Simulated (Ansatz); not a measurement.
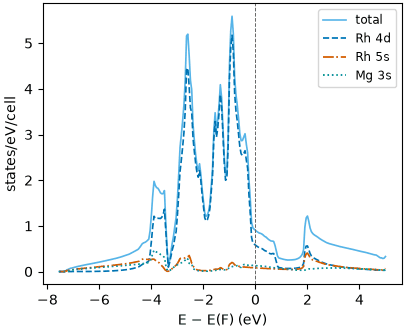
*Total and projected density of states of MgRh (CsCl type, space group No. 221), r²SCAN in the plane-wave PAW code Ansatz*

Task: Which orbitals carry the states next to the Fermi level?

Result: Within 0.5 eV of the Fermi level: Rh 4d 77 %, Mg 3s 9 %, Rh 5s 6 %, outside the projected shells 8 %. Projections are on Löwdin-orthogonalised atomic valence shells; empty p or d shells of many metals are not among them.

Task: Where is the tallest occupied peak in this window, and what makes it?

Result: Near -0.9 eV, about 5.6 states/eV per cell; the largest projected share is Rh 4d.

Space group Pm-3m (CsCl type). The workflow started from an entry of the Crystallography Open Database (COD). Whether it is the stable phase at ambient conditions was not checked. The cell was relaxed with r²SCAN under the symmetry of its start; its stability against distortions is not shown here. The run is not spin-polarised. Scalar-relativistic: spin–orbit coupling is off unless named, which matters more the heavier the elements.

Potentials: the later of the program's two PAW sets.
